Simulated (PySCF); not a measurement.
SMILES FC[SiH2]c1ccccc1 at its GFN2-xTB optimised geometry (Å):

```
18

F     -3.3239    -2.9450     0.3701
C     -2.6534    -1.7386     0.3052
Si    -0.7899    -2.0640    -0.0120
C      0.1316    -0.4174     0.0000
C     -0.5186     0.8145    -0.0031
C      0.1941     2.0006    -0.0048
C      1.5782     1.9781    -0.0025
C      2.2437     0.7632     0.0000
C      1.5248    -0.4174     0.0000
H     -2.8464    -1.2333     1.2553
H     -3.1348    -1.1703    -0.4949
H     -0.2976    -2.9369     1.0588
H     -0.6598    -2.7255    -1.3157
H     -1.5989     0.8469    -0.0033
H     -0.3311     2.9450    -0.0074
H      2.1362     2.9030    -0.0022
H      3.3239     0.7387     0.0023
H      2.0490    -1.3622     0.0015
```

Level of theory: PBE0/def2-SVP (PySCF 2.14.0).

Map of the HOMO−1 amplitude (bohr^(-3/2)) on the plane z = 1.2 Å; orbital energy -7.57 eV, overall sign arbitrary:

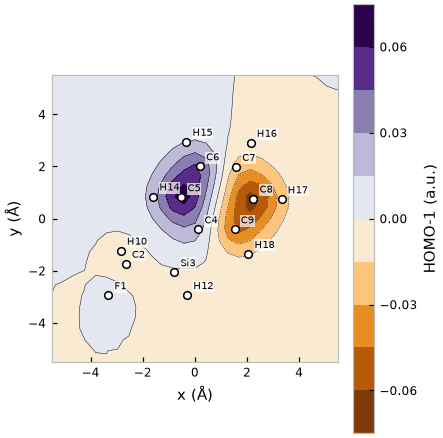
Fig. 1. HOMO−1 amplitude (bohr^(-3/2)) on the plane z = 1.2 Å.
